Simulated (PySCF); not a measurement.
```xyz
18
charge 0, multiplicity 1
Si    2.8221    0.2024    0.1480
O     1.2094    0.0262    0.1150
C     0.2762    0.7540   -0.6206
C    -1.0908    0.1934   -0.2929
Si   -1.5180    0.4972    1.5459
Si   -1.2368   -1.6153   -0.8961
Cl   -2.2903    1.1371   -1.2458
H     3.1990    1.5432    0.6064
H     3.1407   -0.8528    1.0948
H     3.4051    0.0014   -1.1823
H     0.3412    1.8199   -0.3592
H     0.4930    0.6672   -1.6951
H    -0.6041   -0.2608    2.3938
H    -2.9001    0.0612    1.7310
H    -1.3976    1.9352    1.7911
H    -0.3120   -2.4580   -0.1450
H    -2.6238   -2.0183   -0.6749
H    -0.9220   -1.6268   -2.3258
```

Work out the structure from the coordinates.

The molecule is C₂H₁₁ClOSi₃. As SMILES it reads `[SiH3]OCC([SiH3])([SiH3])Cl`. It has no ring. Among its groups: C–Cl bond, Si–H bond, Si–O bond. This geometry has Cs symmetry. Coordination: 3 Si tetrahedral; 1 O bent; 2 C tetrahedral.

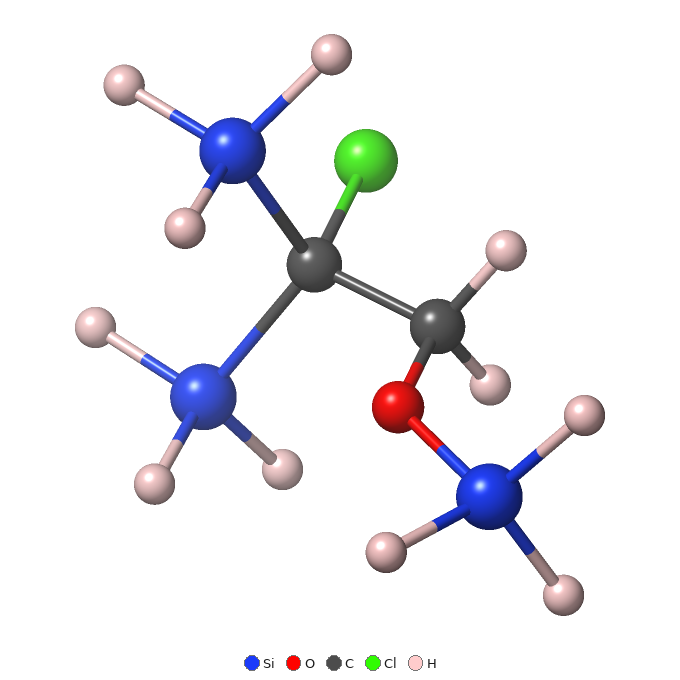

Simulated data, not a measurement (program: PySCF).
